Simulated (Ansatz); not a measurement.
# Screening in H6PbCBr3N (CH3NH3PbBr3)

How strongly does H6PbCBr3N (CH3NH3PbBr3) screen? Routes: perturbation theory and the RPA step of G0W0.

Main program and level: Ansatz 0.2.0; linear response on PBEsol, plane waves, PAW.

The structure was built from a prototype and need not be the compound's stable phase.

## Step 1: Starting point

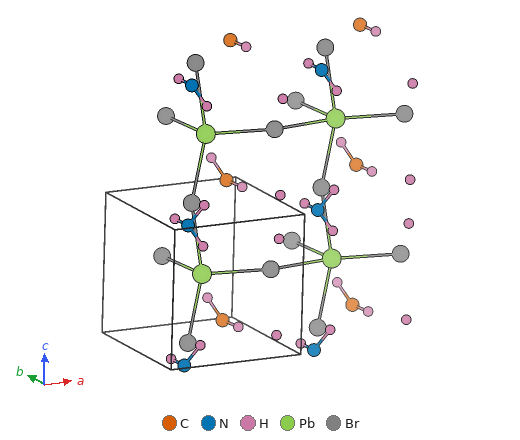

Start, viewed slightly off an axis; carbon orange, nitrogen blue, hydrogen pink, lead green, bromine grey. 2×1×2 cells are drawn. Bonds to atoms that aren't drawn are left out. Some periodic images of atoms are drawn too.

The structure was relaxed with PBEsol-D3(BJ). The runs that relaxed it are not among those shown. Spin-orbit coupling is left out unless a step names it.

## Step 2: Response to a homogeneous field

ε∞ sets how strongly the crystal screens. Perturbation theory gives it with local fields and without a sum over empty bands.

This step: dielectric response by perturbation theory, PBEsol, plane waves, PAW; PAW set soft_1.

input.yaml reads:

```yaml
crystal:
  lattice:
    - [5.8213187309, 0.0324159757, 0.0022712583]
    - [0.0324159757, 5.9404160638, -0.0047210805]
    - [0.0022712583, -0.0047210805, 5.7590484621]
  atoms:
    - { symbol: C, position: [0.9047910036, 0.9540312406, 0.9996755484] }
    - { symbol: "N", position: [0.1331001664, 0.0598188283, 0.000403052] }
    - { symbol: H, position: [0.9282636413, 0.7704293229, 0.9981643961] }
    - { symbol: H, position: [0.2285468519, 1.0146442665, 0.8532031015] }
    - { symbol: H, position: [0.8111075916, 0.007871173, 0.8434813284] }
    - { symbol: H, position: [0.1245904708, 0.2347170579, 0.0016984932] }
    - { symbol: H, position: [0.8109581835, 0.0060073127, 0.1567673347] }
    - { symbol: H, position: [0.2283561027, 1.0132046161, 0.1469151635] }
    - { symbol: Pb, position: [0.484565248, 0.4906182816, 0.4998481534] }
    - { symbol: Br, position: [0.4190289606, 0.5445179638, -0.0001332024] }
    - { symbol: Br, position: [0.4409374489, -0.0132096713, 0.500150562] }
    - { symbol: Br, position: [-0.0243269835, 0.4165431027, 0.4995236299] }
kpoints:
  mp_grid: { grid: [4, 4, 4] }
hamiltonian:
  xc: pbesol
  pseudopotentials: { kind: paw, azcp: { folder: soft_1 }, xc_functional: pbe }
scf:
  occupations: { method: fixed }
dielectric: {}
```

Command:

```console
$ ansatz run input.yaml --threads 2 --pin off --max-ram 92160MiB --backend cuda --events-out ev --progress --plain --runs-dir out --devices 1 --max-vram 13GiB
```

Numbers of over 12 decimals in the logs are rounded to 6 here.

Output:

```text
GPUs: using 1 of 1 available (devices: 1).
Engine: ansatz 0.2.0, x86_64-unknown-linux-gnu
Pseudopotentials: kind: paw
Pseudopotential: C, paw, valence charge 4, recommended cutoff 420 eV (normal), soft_1/C.paw.azcp
Pseudopotential: N, paw, valence charge 5, recommended cutoff 420 eV (normal), soft_1/N.paw.azcp
Pseudopotential: H, paw, valence charge 1, recommended cutoff 420 eV (normal), soft_1/H.paw.azcp
Pseudopotential: Pb, paw, valence charge 14, recommended cutoff 420 eV (normal), soft_1/Pb.paw.azcp
Pseudopotential: Br, paw, valence charge 7, recommended cutoff 420 eV (normal), soft_1/Br.paw.azcp
Functional definition: PBEsol
  exchange = pbesol_x
  correlation = pbesol_c
device memory: the entry about to start is reckoned to put 1.8 GiB on a device that reports 63.8 GiB free (of which the cap on the GPU budget leaves the run 13.0 GiB)
GPU FFT provider: cuFFT
GPU libraries: cuBLAS 13.8.2, cuFFT 12.4.0, cuSOLVER 12.3.4
Crystal: 12 atoms, lattice volume = 199.148 Å³
Basis set: ecut = 420 eV, 3881 PW (Γ), exchange–correlation on 80×80×80 points (8 copies of the dense FFT grid, shifted against one another)
Bands: 37, of which v1, the nominal top of the filled ones, is band 25 counted from 1 (24 counted from 0)
Symmetry: 1 space group operations
k-points: 36 of 64 (time reversal used)
Non-local potential: C, projectors of the file, l = 0: 2, l = 1: 2, l = 2: 1
Non-local potential: N, projectors of the file, l = 0: 2, l = 1: 2, l = 2: 1
Non-local potential: H, projectors of the file, l = 0: 2, l = 1: 1
Non-local potential: Pb, projectors of the file, l = 0: 2, l = 1: 2, l = 2: 2, l = 3: 1
Non-local potential: Br, projectors of the file, l = 0: 2, l = 1: 2, l = 2: 2
PAW form: soft (Blöchl's): semilocal exchange-correlation on the pseudo side does not see the compensation charge
PAW frozen core: C, regenerated for the run's functional, and the local potential with it (the file was generated under x = pbe(κ = 0.804, μ = 0.219515), c = pbe(β = 0.066725))
PAW frozen core: N, regenerated for the run's functional, and the local potential with it (the file was generated under x = pbe(κ = 0.804, μ = 0.219515), c = pbe(β = 0.066725))
PAW frozen core: Pb, regenerated for the run's functional, and the local potential with it (the file was generated under x = pbe(κ = 0.804, μ = 0.219515), c = pbe(β = 0.066725))
PAW frozen core: Br, regenerated for the run's functional, and the local potential with it (the file was generated under x = pbe(κ = 0.804, μ = 0.219515), c = pbe(β = 0.066725))
PAW one-centre angular grid: C, 110 points (default); XC on 64 Gauss nodes
PAW one-centre angular grid: N, 110 points (default); XC on 64 Gauss nodes
PAW one-centre angular grid: H, 110 points (default); XC on 64 Gauss nodes
PAW one-centre angular grid: Pb, 590 points (default); XC on 64 Gauss nodes
PAW one-centre angular grid: Br, 110 points (default); XC on 64 Gauss nodes
Initial density: superposition of atomic densities (chi_scale 0.1, normalization cell), built separately for each of the 2 bonded fragments (scf.initial_density.interfragment_charge_transfer: auto; true builds it for the cell as a whole; a typed value also counts as a typed key of the start: scf.initial_density.chi_scale says what that changes, if anything)
Initial wavefunctions: pseudopotential atomic-orbital guess
GPU buffer pool allocated for 64000 grid points (all kernels)
GPU transforms: local potential and band sums: pruned to the plane-wave sphere, on 40×40×40
Functional: x = pbesol(κ = 0.804, μ = 0.123457), c = pbesol(β = 0.046)
SCF iter   1: F=—  HF=-20694.344230 eV  |F-HF|=—  |Δ(HF+E_count)|=         —  Δρ=6.40e-2  dr2=7.63e0  ethr=3.10e-3  ⟨swp⟩=4.9  Hψ=5048  notcnv=0  defer=352
preconditioner: auto → Resta (q_TF=auto, 2.167 Å⁻¹)  ε∞=2.5  [insulator: Δε(μ)=2.016 eV  Ē_g=14.802 eV  n_scr=30 (ndim 8)  ℏωp=18.2 eV  f_vac=0.023  ε∞_Penn≈2.5]
SCF iter   2: F=—  HF=-20692.201026 eV  |F-HF|=—  |Δ(HF+E_count)|=    2.14e0  Δρ=2.92e-2  dr2=1.18e0  ethr=3.10e-3  ⟨swp⟩=2.2  Hψ=2733  notcnv=0  defer=343
SCF iter   3: F=—  HF=-20691.894262 eV  |F-HF|=—  |Δ(HF+E_count)|=   3.07e-1  Δρ=7.16e-3  dr2=8.49e-2  ethr=2.36e-3  ⟨swp⟩=2.0  Hψ=2095  notcnv=0  defer=355
SCF iter   4: F=—  HF=-20691.898755 eV  |F-HF|=—  |Δ(HF+E_count)|=   4.49e-3  Δρ=1.42e-3  dr2=3.48e-3  ethr=1.70e-4  ⟨swp⟩=2.0  Hψ=2253  notcnv=0  defer=360
SCF iter   5: F=—  HF=-20691.902934 eV  |F-HF|=—  |Δ(HF+E_count)|=   4.18e-3  Δρ=5.11e-4  dr2=5.47e-4  ethr=6.97e-6  ⟨swp⟩=2.3  Hψ=2118  notcnv=0  defer=360
SCF iter   6: F=—  HF=-20691.903249 eV  |F-HF|=—  |Δ(HF+E_count)|=   3.14e-4  Δρ=1.90e-4  dr2=7.40e-5  ethr=1.09e-6  ⟨swp⟩=2.0  Hψ=1997  notcnv=0  defer=360
SCF iter   7: F=—  HF=-20691.903336 eV  |F-HF|=—  |Δ(HF+E_count)|=   8.69e-5  Δρ=4.32e-5  dr2=5.75e-6  ethr=1.48e-7  ⟨swp⟩=2.0  Hψ=1979  notcnv=0  defer=338
SCF iter   8: F=—  HF=-20691.903233 eV  |F-HF|=—  |Δ(HF+E_count)|=   1.03e-4  Δρ=1.25e-5  dr2=5.20e-7  ethr=1.15e-8  ⟨swp⟩=2.0  Hψ=2124  notcnv=0  defer=278
SCF iter   9: F=—  HF=-20691.903234 eV  |F-HF|=—  |Δ(HF+E_count)|=   1.25e-6  Δρ=3.47e-6  dr2=3.34e-8  ethr=1.04e-9  ⟨swp⟩=3.0  Hψ=2319  notcnv=0  defer=313
SCF iter  10: F=—  HF=-20691.903234 eV  |F-HF|=—  |Δ(HF+E_count)|=   4.55e-8  Δρ=1.03e-6  dr2=3.14e-9  ethr=6.68e-11  ⟨swp⟩=2.0  Hψ=1982  notcnv=0  defer=316
SCF iter  11: F=—  HF=-20691.903234 eV  |F-HF|=—  |Δ(HF+E_count)|=   4.21e-9  Δρ=2.92e-7  dr2=2.03e-10  ethr=6.27e-12  ⟨swp⟩=2.0  Hψ=1982  notcnv=0  defer=316
SCF iter  12: F=-20691.903234 eV  HF=-20691.903234 eV  |F-HF|=7.28e-12  |Δ(HF+E_count)|=  3.06e-10  Δρ=8.95e-8  dr2=2.17e-11  ethr=1.00e-12  ⟨swp⟩=14.2  Hψ=7872  notcnv=0
SCF 1 converged in 12 iterations: F = -20691.903234 eV  dr2 = 2.17e-11
  greatest PAW one-centre occupation: 0.982 electrons in one spin orbital (limit 2), on the Pb atom at site 8 (counted from 0), in its partial waves of l = 2
the response reads at least the filled bands of the reference SCF and the lowest empty band at each k-point, and that SCF's band table does not vouch for those bands. The notice of the band table in this run's record says why
device memory: the entry about to start is reckoned to put 0.1 GiB (of the 0.2 GiB reckoned in all, the device holds 0.1 GiB already) on a device that reports 62.3 GiB free (of which the cap on the GPU budget leaves the run 12.9 GiB)
device memory: the entry about to start is reckoned to put 1.6 GiB (of the 1.8 GiB reckoned in all, the device holds 0.1 GiB already) on a device that reports 62.3 GiB free (of which the cap on the GPU budget leaves the run 12.9 GiB)
DFPT response loops at Γ: preconditioner auto → Resta (q_TF=auto, 2.167 Å⁻¹)  ε∞=5.5 (no band partly filled); β = 1.00, the filter's whole step (`scf.mixing.beta` (0.50) is not read by the response loops at its default; to damp them type it under 1.00, their step now; it binds the ground state too); Broyden in place of MSR1
── the response to a field inside a basis, on 8×8×8 k-points: an SCF that follows is theirs, and a resumed run solves both again ──
device memory: the entry about to start is reckoned to put 1.3 GiB on a device that reports 63.8 GiB free (of which the cap on the GPU budget leaves the run 12.9 GiB)
GPU FFT provider: cuFFT
GPU libraries: cuBLAS 13.8.2, cuFFT 12.4.0, cuSOLVER 12.3.4
Bands: 26, of which v1, the nominal top of the filled ones, is band 25 counted from 1 (24 counted from 0)
k-points: 256 of 512 (time reversal used)
Initial density: handed on by an earlier stage of this run
Initial wavefunctions: pseudopotential atomic-orbital guess (no wavefunctions were taken with the density)
GPU buffer pool allocated for 64000 grid points (all kernels)
GPU transforms: band sums: pruned to the plane-wave sphere, on 40×40×40
Eigensolver: Dense (256 Hₖ)
SCF iter   1: F=—  HF=-20691.884430 eV  |F-HF|=—  |Δ(HF+E_count)|=         —  Δρ=4.31e-4  dr2=2.41e-4  ethr=1.00e-1
preconditioner: auto → Resta (q_TF=auto, 2.167 Å⁻¹)  ε∞=3.6  [insulator: Δε(μ)=2.025 eV  Ē_g=11.251 eV  n_scr=30 (ndim 8)  ℏωp=18.2 eV  f_vac=0.075  ε∞_Penn≈3.6]
SCF iter   2: F=—  HF=-20691.884416 eV  |F-HF|=—  |Δ(HF+E_count)|=   1.37e-5  Δρ=2.16e-4  dr2=5.12e-5  ethr=4.81e-7
SCF iter   3: F=—  HF=-20691.884420 eV  |F-HF|=—  |Δ(HF+E_count)|=   4.14e-6  Δρ=2.51e-5  dr2=1.22e-6  ethr=1.02e-7
SCF iter   4: F=—  HF=-20691.884420 eV  |F-HF|=—  |Δ(HF+E_count)|=   9.99e-8  Δρ=6.45e-6  dr2=1.23e-7  ethr=2.44e-9
SCF iter   5: F=-20691.884420 eV  HF=-20691.884420 eV  |F-HF|=1.11e-8  |Δ(HF+E_count)|=   4.05e-9  Δρ=3.53e-6  dr2=2.45e-8  ethr=2.46e-10
SCF 1 converged in 5 iterations: F = -20691.884420 eV  dr2 = 2.45e-8
device memory: the entry about to start is reckoned to put 0.1 GiB (of the 1.1 GiB reckoned in all, the device holds 1.0 GiB already) on a device that reports 58.3 GiB free (of which the cap on the GPU budget leaves the run 12.3 GiB)
device memory: the entry about to start is reckoned to put 7.0 GiB on a device that reports 56.6 GiB free (of which the cap on the GPU budget leaves the run 12.7 GiB)
DFPT response loops at Γ: preconditioner auto → Resta (q_TF=auto, 2.167 Å⁻¹)  ε∞=5.4 (no band partly filled); β = 1.00, the filter's whole step (`scf.mixing.beta` (0.50) is not read by the response loops at its default; to damp them type it under 1.00, their step now; it binds the ground state too); Broyden in place of MSR1
SCF converged after 12 iterations
Free energy (F): -20691.903234 eV
Harris-Foulkes:  -20691.903234 eV  (|F-HF|=7.28e-12)
Internal energy: -20691.903234 eV  (E = F + TS)
E sigma→0 (E₀):  -20691.903234 eV
Fermi energy:    2.745925 eV
--- Per-component energies (eV) ---
  E_band       = -298.883881
  E_kinetic    = 986.400150
  E_local      = -2856.023998  (includes V_loc(G=0)·N_el)
  E_nonlocal   = 525.311331
  E_hartree    = 1012.837616
  E_xc         = -946.582979
  E_vxc        = -665.175630  (∫ρ·V_xc dr)
  E_paw        = -17270.479709  (= ΣΔE_a)
  E_vpaw       = -315.065632  (= ΣTr[D̂ρ^β])
  E_aug_tail   = -0.005247  (compensation charges beyond the density's cutoff)
  E_ewald      = -2143.748580
  E_core_change = 0.388182  (= ΣΔE_core)
  E_smearing   = -0.000000  (= −TS)
  E_closure    = 0.000000  (closes the sum)
  Σ components = -20691.903234   (vs F -20691.903234, Δ=0.00e0)
--- Band table (eV; the first three rows and the last of 36) ---
  k-point 0: bands = [... 21 lower, 0.9325, 0.9977, 1.2029, 1.2928, 6.5360, 7.6198, 7.8134, 8.0588, ... 8 higher]
  k-point 1: bands = [... 21 lower, 0.9101, 1.0101, 1.2223, 1.3402, 6.8634, 7.1698, 7.5898, 8.1653, ... 8 higher]
  k-point 2: bands = [... 21 lower, 1.0045, 1.1372, 1.2337, 1.7364, 5.7828, 7.4549, 8.0785, 8.1034, ... 8 higher]
  k-point 35: bands = [... 21 lower, 1.1310, 1.4801, 1.4839, 2.7459, 4.7612, 4.7910, 5.0741, 7.9090, ... 8 higher]
--- Dielectric response (ions clamped): 3 representative field directions + reference, inside a basis on a mesh of 512 k-points (Σ response iterations 18) ---
  ε∞ (high-frequency dielectric tensor):
        4.824468    -0.083290    -0.000027
       -0.083290     4.585866    -0.002200
       -0.000027    -0.002200     4.723288
  Born effective charges Z* (e; rows j = field, columns β = displacement):
    site 0:
         0.41462    0.16297    0.00161
         0.18815    0.08318    0.00014
         0.00150    0.00072   -0.01800
    site 1:
        -0.64582   -0.11919    0.00264
        -0.09071   -0.52408   -0.00275
         0.00313   -0.00088   -0.93046
    site 2:
         0.12532   -0.03733   -0.00013
         0.00871   -0.00464   -0.00016
         0.00062   -0.00020    0.14728
    site 3:
         0.35681   -0.14023   -0.36369
        -0.12589    0.32533    0.02385
        -0.38760    0.03295    0.85127
    site 4:
         0.10135    0.03517    0.00603
         0.00564    0.12154    0.01117
         0.02499    0.02207    0.09407
    site 5:
         0.32607    0.22415   -0.00378
         0.17301    0.62557    0.00250
        -0.00360    0.00173    0.42361
    site 6:
         0.10180    0.03388   -0.00668
         0.00516    0.12284   -0.00923
        -0.02624   -0.02026    0.09282
    site 7:
         0.35621   -0.14339    0.36066
        -0.12644    0.32813   -0.02091
         0.38470   -0.03297    0.84691
    site 8:
         4.31964   -0.13993    0.00155
        -0.12466    3.89006   -0.00871
         0.00128   -0.00511    4.13232
    site 9:
        -0.64018   -0.06354    0.00057
        -0.07224   -0.74815    0.00188
        -0.00013    0.00331   -3.89777
    site 10:
        -0.71636    0.13542    0.00111
         0.00156   -3.57428    0.00361
         0.00114   -0.00023   -1.04795
    site 11:
        -4.09945    0.05201    0.00013
         0.15772   -0.64550   -0.00138
         0.00022   -0.00113   -0.69411
  Z* charge neutrality: 1.589e-2 e pre-enforcement
  solved inside a basis spanned on kpoints, on 8×8×8 k-points, its susceptibility summed on 10×10×10: ε∞ is read to err by 2.7e-2, Z* by 5.2e-2 e (field_mesh: kpoints solves on kpoints); Z* is corrected for what the basis lacks
```

Wall time 2.1 min (1 × NVIDIA H100 80GB HBM3 (shared by 6 runs) with 2 threads of AMD EPYC 7R13 (Zen 3), shared host); peak memory 7 GiB; 2.9 min of CPU time.

Numbers from this step:

```
stated error of ε∞ : 0.027
```

One over ε∞ averages 0.21, somewhat under the quarter of exact exchange in PBE0.

High-frequency dielectric tensor:

```
 4.82 -0.08  0.00
-0.08  4.59  0.00
 0.00  0.00  4.72
```

Born effective charge (e), principal values of the symmetric part by kind of site:

```csv
atom,atoms with these values,low,middle,high,mean
C1,1,-0.02,0.01,0.49,0.16
N2,1,-0.93,-0.71,-0.46,-0.70
H3,1,-0.01,0.13,0.15,0.09
H4,2,0.10,0.37,1.06,0.51
H5,2,0.08,0.09,0.14,0.11
H6,1,0.23,0.42,0.72,0.46
Pb9,1,3.85,4.13,4.36,4.11
Br10,1,-3.90,-0.78,-0.61,-1.76
Br11,1,-3.58,-1.05,-0.71,-1.78
Br12,1,-4.10,-0.69,-0.64,-1.81
```

In full for Br11:

```
-0.72  0.14  0.00
 0.00 -3.57  0.00
 0.00  0.00 -1.05
```

## Step 3: RPA screening from the G0W0 run

Now the one-shot GW correction: screening in the RPA, then the self-energy of the levels asked for. This step takes PAW set soft_1 files.

This step: G0W0 on PBEsol, plane waves, PAW; PAW set soft_1.

Edit input.yaml of step 2 so:

```diff
@@ -25,2 +25,7 @@
   occupations: { method: fixed }
-dielectric: {}
+gw:
+  n_empty_bands: 670
+  ecut_chi: 130.0
+  qp_bands: [v4, c4]
+  qp_kpoints: band_edges
+  screening: { model: contour_deformation }
```

Output:

```text
GPUs: using 1 of 1 available (devices: 1).
[...]
GPU FFT provider: cuFFT
GPU libraries: cuBLAS 13.8.2, cuFFT 12.4.0, cuSOLVER 12.3.4
Crystal: 12 atoms, lattice volume = 199.148 Å³
Basis set: ecut = 420 eV, 3881 PW (Γ)
Bands: 37, of which v1, the nominal top of the filled ones, is band 25 counted from 1 (24 counted from 0)
[... 1 set-up line as in the run before ...]
[...]
k-points: 36 of 64 (time reversal used)
[...]
0    29      8.0589    -5.7257    -3.8164   -10.0257  0.7841     8.5491     8.5426  root
[...]
35    26      4.7612    -8.6828    -3.3151   -12.4376  0.7931     5.2041     5.2009  root
    35    27      4.7910    -8.3299    -3.3387   -12.1276  0.7956     5.2534     5.2499  root
    35    28      5.0742    -8.8145    -3.3133   -12.5678  0.7927     5.5175     5.5142  root
    35    29      7.9090    -4.6185    -3.7666    -9.0227  0.8098     8.5541     8.5466  root
[key lines of the parts left out:]
SCF converged after 9 iterations
Free energy (F): -20691.903354 eV
Fermi energy:    2.745936 eV
```

It took 4.2 min on 1 × NVIDIA H100 80GB HBM3 (shared by 6 runs) with 2 threads; peak memory 5.3 GiB; 7.6 min of CPU time.

Numbers from this step:

| Property | Result |
| --- | --- |
| bands summed | 695 |
| RPA ε∞ on this mesh (eigenvalues) | 4.853, 4.928, 5.079 |
| plane waves in the screening matrix | 697 |
| G0W0 gap on the mesh | 3.132 eV |
| k of the valence top | -0.5, -0.5, -0.5 |
| k of the conduction bottom | -0.5, -0.5, -0.5 |
| starting gap on the mesh | 2.015 eV |
| least direct G0W0 gap on the computed points | 3.132 eV |

The gap on the mesh goes from 2.02 eV to 3.13 eV, a correction of +1.12 eV. Between the two edge states, bare exchange in place of the xc potential would open the gap by 5.14 eV, and correlation takes back 4.02 eV.

Mean over the mesh in bins of 0.25 1/Å. Static inverse dielectric function, diagonal against length of q+G:

```csv
length of q+G (Å⁻¹),"static inverse dielectric function, diagonal"
0.27,0.286
0.52,0.345
0.77,0.416
1.02,0.485
1.26,0.547
1.51,0.609
1.75,0.666
2.00,0.718
2.26,0.764
2.50,0.801
2.75,0.832
3.01,0.857
3.26,0.879
3.51,0.898
3.75,0.914
4.00,0.928
4.25,0.940
4.50,0.950
4.75,0.959
5.00,0.967
5.25,0.973
5.50,0.979
5.74,0.983
```

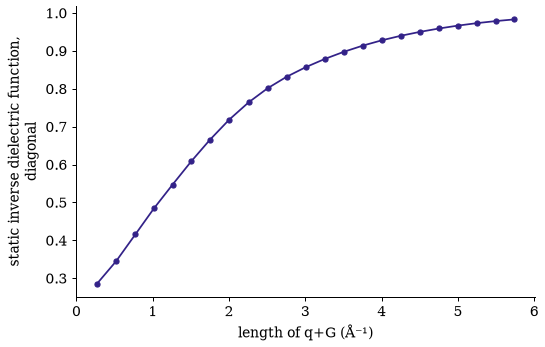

Static inverse dielectric function, diagonal against length of q+G.

## Step 4: The values together

Times are wall times on 1 × NVIDIA H100 80GB HBM3 (shared by 6 runs) with 2 threads of AMD EPYC 7R13 (Zen 3), shared host, good to a factor of about two.

```csv
method,mesh,"ε∞, low",middle,high,mean,time
perturbation theory (local fields and xc kernel),4×4×4 (response on 512 points),4.56,4.72,4.85,4.71,2.1 min
"RPA with local fields, on the GW mesh",4×4×4,4.85,4.93,5.08,4.95,4.2 min
```

## Step 5: Outcome

```yaml
perturbation_theory_local_fields_and_xc_kernel: 4.56, 4.72, 4.85
rpa_with_local_fields_on_the_gw_mesh: 4.85, 4.93, 5.08
```

**Reading.** Mean Born effective charge: C1 0.16, N2 -0.70, H3 0.09, H4 0.51, H5 0.11, H6 0.46 e. The RPA values on the 4×4×4 mesh average 1.05 times those of perturbation theory (means 4.95 and 4.71). Without the xc kernel RPA should lie a little lower; it lies higher here. Perturbation theory sums its response on a denser mesh of its own, so the coarser sum of the GW run is the likely cause. Ions are clamped, so the lattice part of the static constant is not in these numbers.

[Paths, hosts, dates, memory and timing lines, banners, echoed tables and standing remarks are left out of the program output.]

[Logs are printed without paths, hosts, clocks, repeated set-up lines and the standing remarks that a program may print on its own settings, such as how far it seeks lower states.]

[Runs of the session that timed out or met a known fault of the program may be left out.]

[Cells called generated may have been cut or substituted from an entry of the Crystallography Open Database or the Materials Project.]

[Hosts, paths, dates, database ids (printed as entryN), source tags and the programs' standing remarks are cut or masked in the printed files.]
